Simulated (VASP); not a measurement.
## Driving VASP from ASE on NbSb2

Do ASE scripts that read NbSb2 from different structure formats give one answer, and do several routes find one equilibrium volume? All runs use r2SCAN. Left out of this account: 1 further run (self-consistent run: a reference on another mesh). The start is a cell from a database of measured crystal structures.

Main program and level: VASP 6.6.1; r2SCAN; plane waves and PAW (Nb_sv, Sb).

### 1. The structure

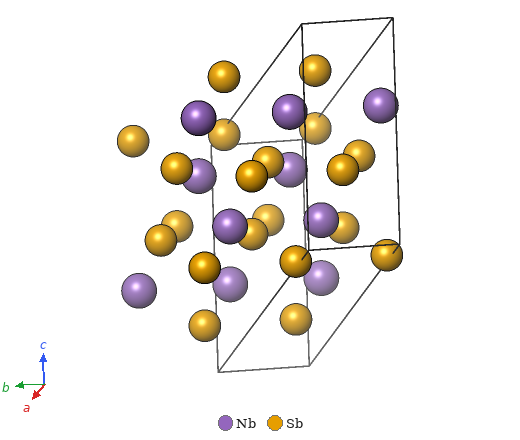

The starting structure, seen from a free direction (niobium purple, antimony orange). 1×2×1 cells are drawn. This picture shows the conventional cell, with its axes. Some periodic images of atoms are drawn too.

Coordinates:

```cif
data_structure
_symmetry_space_group_name_H-M 'P 1'
_symmetry_Int_Tables_number 1
_cell_length_a 3.6319
_cell_length_b 5.4320
_cell_length_c 7.4963
_cell_angle_alpha 78.481
_cell_angle_beta 104.019
_cell_angle_gamma 109.530
_cell_volume 134.09
loop_
_atom_site_label
_atom_site_type_symbol
_atom_site_fract_x
_atom_site_fract_y
_atom_site_fract_z
_atom_site_occupancy
Nb1 Nb 0.15700 0.61800 0.69600 1
Nb2 Nb 0.84300 0.38200 0.30400 1
Sb3 Sb 0.85800 0.74300 0.97300 1
Sb4 Sb 0.14200 0.25700 0.02700 1
Sb5 Sb 0.40400 0.20100 0.60700 1
Sb6 Sb 0.59600 0.79900 0.39300 1
```

### 2. A single point (r2SCAN, through ASE)

A single point through ASE, with the structure read from a POSCAR.

run.py reads:

```python
import numpy as np
from ase.calculators.vasp import Vasp
from ase.io import read
from ase.dft.bandgap import bandgap

atoms = read('structure.vasp')

calc = Vasp(
    xc='r2scan',
    pp='PBE',
    prec='Accurate',
    encut=400,
    ediff=1e-06,
    nelm=100,
    ismear=-1,
    sigma=0.05,
    lreal=False,
    algo='Normal',
    lasph=True,
    nbands=29,
    lorbit=11,
    lwave=False,
    lcharg=False,
    kpar=4,
    isif=2,
    pp_version='64',
    setups={'Nb': '_sv', 'Sb': ''},
    kpts=(9, 9, 9),
    gamma=True,
    txt='vasp.out',
)
atoms.calc = calc

print("energy (eV):", round(atoms.get_potential_energy(), 6))
print("Fermi level (eV):", round(calc.get_fermi_level(), 4))
print("forces (eV/A):")
print(np.round(atoms.get_forces(), 4))
print("stress (GPa, Voigt, tension positive):", np.round(atoms.get_stress() * 160.21766, 3))
gap, p1, p2 = bandgap(calc, direct=False)
print("gap on the mesh (eV):", round(gap, 4))
```

structure.vasp reads:

```
NbSb2
1.0
    0.0000000000     -3.6319000000      0.0000000000
   -5.1195000000      1.8159500000      0.0000000000
   -0.9441863841      1.8159500000     -7.2114939651
Nb Sb
2 4
Direct
    0.1570000000      0.6180000000      0.6960000000
    0.8430000000      0.3820000000      0.3040000000
    0.8580000000      0.7430000000      0.9730000000
    0.1420000000      0.2570000000      0.0270000000
    0.4040000000      0.2010000000      0.6070000000
    0.5960000000      0.7990000000      0.3930000000
```

Potentials, in the order of the species: Nb_sv and Sb (PBE family, release 64).

Command:

```console
$ export ASE_VASP_COMMAND="mpirun -np 4 vasp_std"
$ python run.py
```

Log:

```text
energy (eV): -154.290034
Fermi level (eV): 9.971
forces (eV/A):
[[ 0.2077  0.      0.4254]
 [-0.2077 -0.     -0.4254]
 [ 0.5636  0.      0.5207]
 [-0.5636 -0.     -0.5207]
 [-0.0584  0.     -0.1607]
 [ 0.0584 -0.      0.1607]]
stress (GPa, Voigt, tension positive): [-3.299 -1.746 -2.813 -0.     0.86  -0.   ]
gap on the mesh (eV): 0.0
```

The job ended after 3.1 min (4 MPI ranks of Intel Xeon 6975P-C (Granite Rapids), shared host; peak memory 2.1 GiB; 12 min of CPU time).

The logs omit lines about the potential files and the build; timing stands in the text.

The INCAR that ASE wrote:

```
ENCUT = 400.000000
SIGMA = 0.050000
EDIFF = 1.00e-06
ALGO = Normal
METAGGA = R2SCAN
PREC = Accurate
ISIF = 2
ISMEAR = -1
KPAR = 4
LORBIT = 11
NBANDS = 29
NELM = 100
LASPH = .TRUE.
LCHARG = .FALSE.
LWAVE = .FALSE.
LREAL = .FALSE.
```

The KPOINTS that ASE wrote:

```
KPOINTS created by Atomic Simulation Environment
0
Gamma
9 9 9
0 0 0
```

VASP's own log, vasp.out:

```text
[banner, memory and clock lines left out]
running    4 mpi-ranks, on    1 nodes
 distrk:  each k-point on    1 cores,    4 groups
 distr:  one band on    1 cores,    1 groups

 POSCAR found type information on POSCAR NbSb
 POSCAR found :  2 types and       6 ions
|                                                                             |
|               ----> ADVICE to this user running VASP <----                  |
|                                                                             |
|     You enforced a specific xc type in the INCAR file but a different       |
|     [... a line on the potential file left out ...]
|     I HOPE YOU KNOW WHAT YOU ARE DOING!                                     |
|                                                                             |

 LDA part: xc-table for (None), standard interpolation
 POSCAR, INCAR and KPOINTS ok, starting setup
 FFT: planning ... GRIDC
 FFT: planning ... GRID_SOFT
 FFT: planning ... GRID
 WAVECAR not read
 entering main loop
       N       E                     dE             d eps       ncg     rms          rms(c)
DAV:   1     0.252003270911E+03    0.25200E+03   -0.19000E+04 12442   0.122E+03
DAV:   2    -0.129856129489E+03   -0.38186E+03   -0.37064E+03 14702   0.400E+02
DAV:   3    -0.164920797570E+03   -0.35065E+02   -0.34032E+02 19453   0.102E+02
DAV:   4    -0.168783968036E+03   -0.38632E+01   -0.38273E+01 19485   0.289E+01
DAV:   5    -0.168970575164E+03   -0.18661E+00   -0.18619E+00 18281   0.598E+00    0.138E+01
DAV:   6    -0.154202786288E+03    0.14768E+02   -0.74664E+00 19175   0.233E+01    0.429E+00
DAV:   7    -0.154270354718E+03   -0.67568E-01   -0.71171E-01 18287   0.481E+00    0.261E+00
DAV:   8    -0.154295070682E+03   -0.24716E-01   -0.22555E-01 17387   0.213E+00    0.127E+00
DAV:   9    -0.154293025487E+03    0.20452E-02   -0.57531E-02 16516   0.173E+00    0.307E-01
DAV:  10    -0.154292867145E+03    0.15834E-03   -0.13557E-02 21363   0.491E-01    0.238E-01
DAV:  11    -0.154293325478E+03   -0.45833E-03   -0.90433E-04 16516   0.211E-01    0.106E-01
DAV:  12    -0.154293385093E+03   -0.59615E-04   -0.27744E-04 16114   0.114E-01    0.121E-02
DAV:  13    -0.154293389395E+03   -0.43017E-05   -0.39342E-05 17215   0.350E-02    0.866E-03
DAV:  14    -0.154293388295E+03    0.11000E-05   -0.47121E-06 13321   0.140E-02    0.345E-03
DAV:  15    -0.154293387947E+03    0.34814E-06   -0.83818E-07  9010   0.738E-03
   1 F= -.15429339E+03 E0= -.15429003E+03  d E =-.670860E-02
```

OUTCAR, selected parts (step 2):

```text
ion  position               nearest neighbor table
   1  0.157  0.618  0.696-   4 2.84   3 2.85   3 2.85   6 2.91   6 2.91   5 2.94   5 2.94   5 2.97

  LATTYP: Found a base centered monoclinic cell.
 ALAT       =    10.2390000000
 B/A-ratio  =     0.3547123743
 C/A-ratio  =     0.8138490087
 COS(beta)  =    -0.5010576762

 Subroutine GETGRP returns: Found  4 space group operations
 (whereof  4 operations were pure point group operations)

The static configuration has the point symmetry C_2h.

 Found    205 irreducible k-points:

   k-points           NKPTS =    205   k-points in BZ     NKDIM =    205   number of bands    NBANDS=     29

   dimension x,y,z NGX =    24 NGY =   36 NGZ =   50
   dimension x,y,z NGXF=    48 NGYF=   72 NGZF=  100

   ENCUT  =  400.0 eV  29.40 Ry    5.42 a.u.   5.92  8.86 12.22*2*pi/ulx,y,z

   NELECT =      46.0000    total number of electrons

 k-points in reciprocal lattice and weights: KPOINTS created by Atomic Simulation Env
   0.00000000  0.00000000  0.00000000       0.001
   0.11111111  0.00000000  0.00000000       0.005
   0.22222222 -0.00000000  0.00000000       0.005
   0.33333333  0.00000000  0.00000000       0.005
   0.44444444 -0.00000000  0.00000000       0.005
   0.00000000  0.11111111 -0.00000000       0.003
   0.11111111  0.11111111 -0.00000000       0.005
   0.22222222  0.11111111  0.00000000       0.005
   0.33333333  0.11111111 -0.00000000       0.005
[...]
0.00000000 -0.22222222  0.44444444       0.003
   0.00000000 -0.11111111  0.44444444       0.003

 average (electrostatic) potential at core
       1 -84.1491       2 -84.1491       3 -87.6846       4 -87.6846       5 -87.5100
       6 -87.5100

 E-fermi :   9.9710

 k-point     1 :       0.0000    0.0000    0.0000
  band No.  band energies     occupation
    ...
     19       8.3229      2.00000
     20       8.4425      2.00000
     21       8.9738      2.00000
     22       9.2027      2.00000
     23       9.6082      1.99859
     24      10.5003      0.00005
     25      11.4750      0.00000
     26      12.3179      0.00000
     27      12.4412      0.00000
     28      12.9768      0.00000
    ...

 k-point     2 :       0.1111    0.0000    0.0000
  band No.  band energies     occupation
    ...
     19       8.2193      2.00000
     20       8.3865      2.00000
     21       8.6653      2.00000
     22       8.8995      2.00000
     23       9.5513      1.99955
     24      10.6878      0.00000
     25      11.6603      0.00000
     26      11.8244      0.00000
     27      12.2051      0.00000
     28      12.5298      0.00000
    ...

 k-point     3 :       0.2222   -0.0000    0.0000
  band No.  band energies     occupation
    ...
     19       7.8284      2.00000
     20       8.0367      2.00000
     21       8.5069      2.00000
     22       8.6843      2.00000
     23       9.2444      2.00000
     24      10.9730      0.00000
     25      11.0412      0.00000
     26      11.8282      0.00000
     27      12.1721      0.00000
     28      12.2956      0.00000
    ...

  Total        2.7610148      1.4609388      2.3540637      0.0000000      0.0000000     -0.7195899
  in kB       32.9907850     17.4564506     28.1282120      0.0000000      0.0000000     -8.5982284
  external PRESSURE =      26.1918159 kB  Pullay stress =       0.0000000 kB

  energy-cutoff  :      400.00
  volume of cell :      134.09
      direct lattice vectors                 reciprocal lattice vectors
     0.000000000 -3.631900000  0.000000000    -0.097665788 -0.275337977 -0.056546576
    -5.119500000  1.815950000  0.000000000    -0.195331575  0.000000000  0.025574370
    -0.944186384  1.815950000 -7.211493965     0.000000000  0.000000000 -0.138667522

 POSITION                                       TOTAL-FORCE (eV/Angst)
 -----------------------------------------------------------------------------------
     -3.82100      1.81595     -5.01920         0.207698      0.000000      0.425367
     -2.24268     -1.81595     -2.19229        -0.207698     -0.000000     -0.425367
     -4.72248      0.00000     -7.01678         0.563589      0.000000      0.520681
     -1.34120     -0.00000     -0.19471        -0.563589     -0.000000     -0.520681
     -1.60214     -0.00000     -4.37738        -0.058439      0.000000     -0.160737
     -4.46155      0.00000     -2.83412         0.058439     -0.000000      0.160737
 -----------------------------------------------------------------------------------
    total drift:                                0.000000     -0.000000      0.000000

  FREE ENERGIE OF THE ION-ELECTRON SYSTEM (eV)
  ---------------------------------------------------
  free  energy   TOTEN  =      -154.2933879468 eV

  energy  without entropy=     -154.2866793421  energy(sigma->0) =     -154.29003364

 total charge
# of ion       s       p       d       tot
------------------------------------------
    1        2.142   5.996   2.481  10.619
    2        2.142   5.996   2.481  10.619
    3        1.124   1.324   0.064   2.511
    4        1.124   1.324   0.064   2.511
    5        1.115   1.307   0.054   2.477
    6        1.115   1.307   0.054   2.477
--------------------------------------------------
tot          8.761  17.255   5.198  31.214

[... 3 further parts left out ...]
```

The PAW data sets were made with PBE, which is usual practice but a small mismatch for other functionals. At this level the cell is under a pressure of 2.6 GPa, so at these settings it is away from equilibrium.

Numbers from this step:

```
SCF cycles              : 15
electrons               : 46
bands                   : 29
irreducible k-points    : 205
symmetry operations     : 4
free energy (TOTEN)     : -154.2934 eV
energy at zero smearing : -154.2900 eV
Fermi energy            : 9.971 eV
pressure                : 2.619 GPa
metallic                : yes
```

Force by atom:

| atom | x (eV/Å) | y (eV/Å) | z (eV/Å) | size |
| --- | --- | --- | --- | --- |
| Nb1 | 0.208 | 0.000 | 0.425 | 0.473 |
| Nb2 | -0.208 | 0.000 | -0.425 | 0.473 |
| Sb3 | 0.564 | 0.000 | 0.521 | 0.767 |
| Sb4 | -0.564 | 0.000 | -0.521 | 0.767 |
| Sb5 | -0.058 | 0.000 | -0.161 | 0.171 |
| Sb6 | 0.058 | 0.000 | 0.161 | 0.171 |

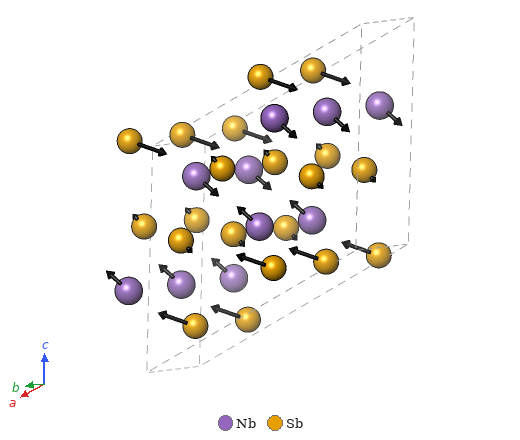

Force as arrows, the longest 0.767 eV/Å. 1×2×1 conventional cells are drawn. Some periodic images of atoms are drawn too.

The pressure is 2.62 GPa and the largest force 0.767 eV/Å, so the cell is not at a minimum at these settings.

(Part 1 of 5 ends here.)

[Lines on the potential files, build, host, timing and source positions are cut from VASP's logs without a mark.]

[Logs are printed without paths, hosts, clocks, repeated set-up lines and the standing remarks that a program may print on its own settings, such as how far it seeks lower states.]

[Hosts, paths, dates, database ids (printed as entryN), source tags and the programs' standing remarks are cut or masked in the printed files.]

[A measured line is paired with the nearest computed mode of its activity, which favours agreement.]
